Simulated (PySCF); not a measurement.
# C3H8FNSi2 (SMILES N#C[SiH2]C[C@H](F)[SiH3]): what the fields show

Input

```
{"job": {"kind": "nmr", "xc": "PBE0", "basis": "pcSseg-1"}, "charge": 0, "multiplicity": 1}
N      3.371325     1.364676     0.536258
C      2.779172     0.384662     0.495135
Si     1.767622    -1.186513     0.406415
C      0.111707    -0.632673    -0.364104
C     -0.620516     0.393069     0.491835
F     -0.833340    -0.156863     1.758084
Si    -2.325405     0.931277    -0.216990
H      2.477861    -2.101435    -0.490212
H      1.626323    -1.695682     1.766775
H     -0.536281    -1.499099    -0.509181
H      0.277719    -0.190492    -1.347693
H      0.030061     1.258733     0.669361
H     -3.129805    -0.278703    -0.381105
H     -2.060337     1.563271    -1.509705
H     -2.940520     1.853761     0.730766
```

Run with:

```sh
OMP_NUM_THREADS=1 python probes_run.py task.json out
```

Geometry: GFN2-xTB.

Theory: PBE0/pcSseg-1, SCF density, gas phase, non-relativistic in PySCF.

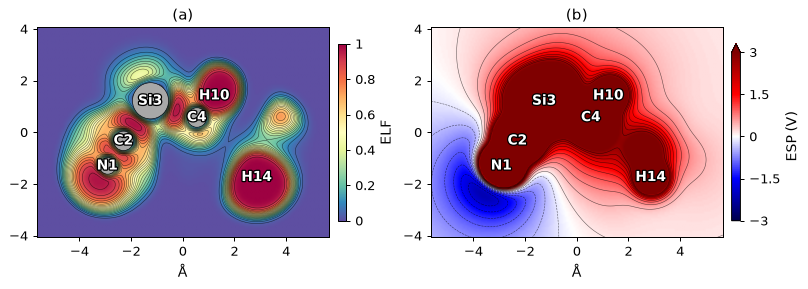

Figure 1. (a) ELF; (b) molecular electrostatic potential on the plane of atoms C2, Si3 and C4. Grey discs cover the atomic cores in the ELF map.

Describe what can be read from this map.

Answer. Atoms in the plane: N, C, Si and H. C–N (1.15 Å): the ELF peaks at about 0.85 between the atoms: a short, multiple covalent bond. C–Si (1.87 Å): the ELF peaks at about 1 between the atoms: a shared electron pair. C–H (1.09 Å): the ELF climbs to about 1 towards the hydrogen, as it does in any bond to H; a covalent bond by its length. C–Si (1.91 Å): the ELF peaks at about 0.95 between the atoms, as expected for localised, covalent bonding. The ELF also peaks beside N1, away from the bonds: lone-pair regions. Outside the dense part of the molecule the potential is most negative (−2.1 V) near N1.

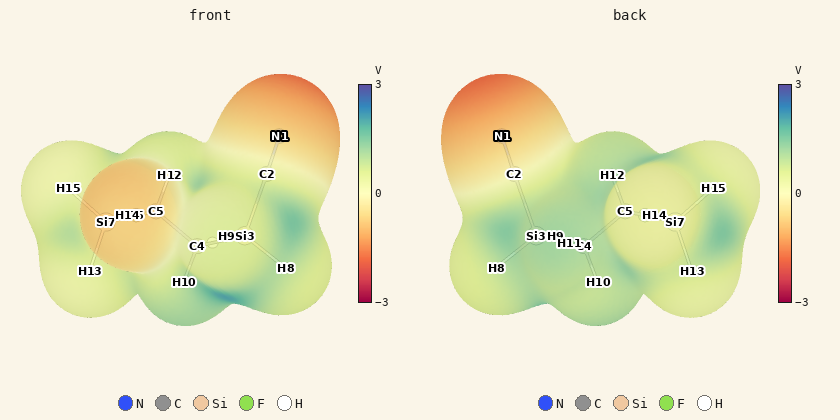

Figure 2. The molecular electrostatic potential painted on the density surface at 0.002 e/bohr³, seen from the front and from behind; red is negative and blue positive.

Describe the electrostatic potential map.

Answer. The most negative region (about −1.7 V, or −39 kcal/mol for a unit charge) lies over N1, the most positive (about +1.9 V, or +44 kcal/mol for a unit charge) over Si3. N1 is the likeliest acceptor of a hydrogen bond.
